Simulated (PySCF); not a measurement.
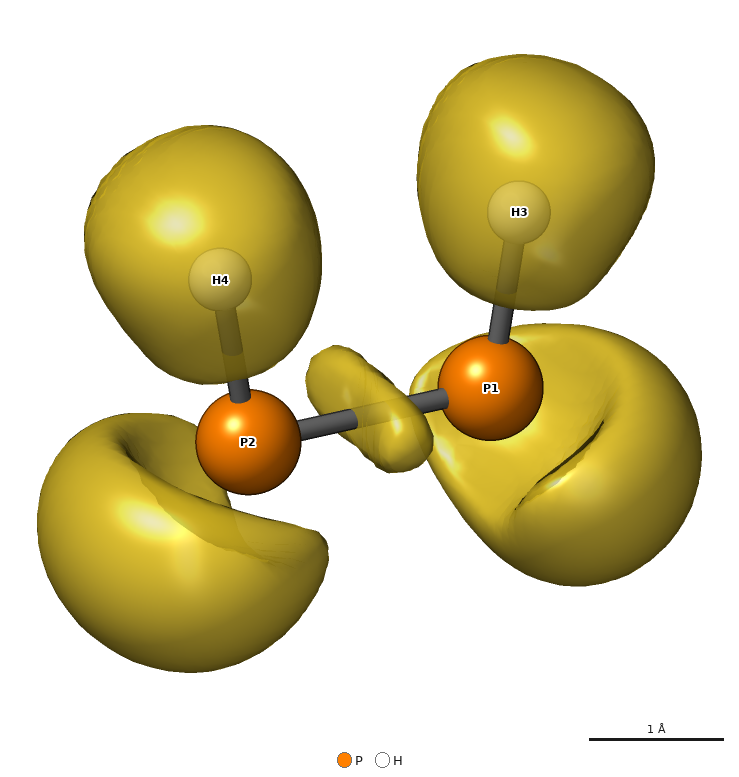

Figure 1: H2P2 (phosphanylidenephosphane). Isosurface of the electron localisation function at 0.85 (yellow), seen at a tilt. Only the valence region is drawn (cores and ρ < 0.01 e/Å³ removed).

Geometry: PBE0-D3(BJ)/def2-SVP.

Computed with PBE0/pcSseg-1, SCF density, gas phase, non-relativistic in PySCF.

What do the ELF domains correspond to?

The surface consists of one region between bonded P–P atoms (shared pairs), two regions around hydrogen nuclei and two lobes on P, pointing away from the bonds (lone pairs). Along the contacts the grid gives the following. P–P (2.04 Å): the ELF peaks at about 0.90 between the atoms (a covalent bond). P–H (1.43 Å): the ELF climbs to about 1 towards the hydrogen, as it does in any bond to H.
